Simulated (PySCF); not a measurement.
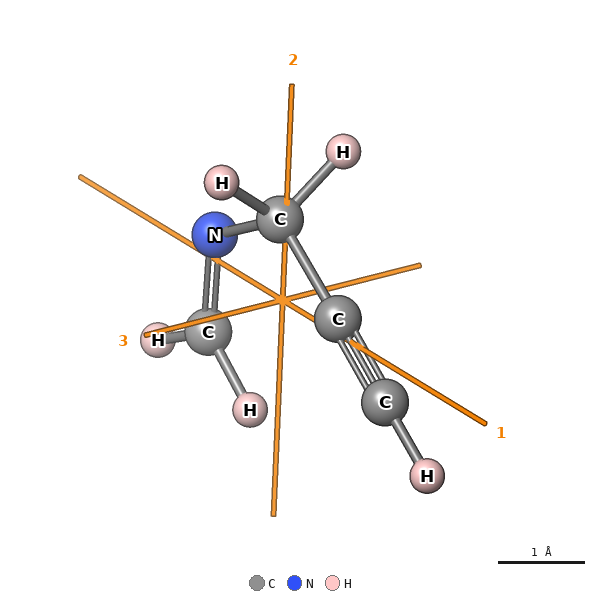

The three principal axes of inertia are drawn and numbered. Depth is shown by fading: the farther an atom, the more it takes the colour of the background. The computed structure is the end point of a PBE0-D3(BJ)/def2-SVP optimisation. No frequency run is at hand to confirm it as a minimum. Masses are those of the most abundant isotopes; constants are for the rigid equilibrium geometry.

**Which line is the a axis (least moment of inertia), which b and which c?**

a is line 1, b is line 2, c is line 3; the moments are 40.6, 137, 174 u Å².

**Classify the rotor and give the rotational constants (cm⁻¹).**

An asymmetric top (Cs): A = 0.415, B = 0.123, C = 0.0967 cm⁻¹. Ray's parameter κ is −0.83, nearer the prolate limit.
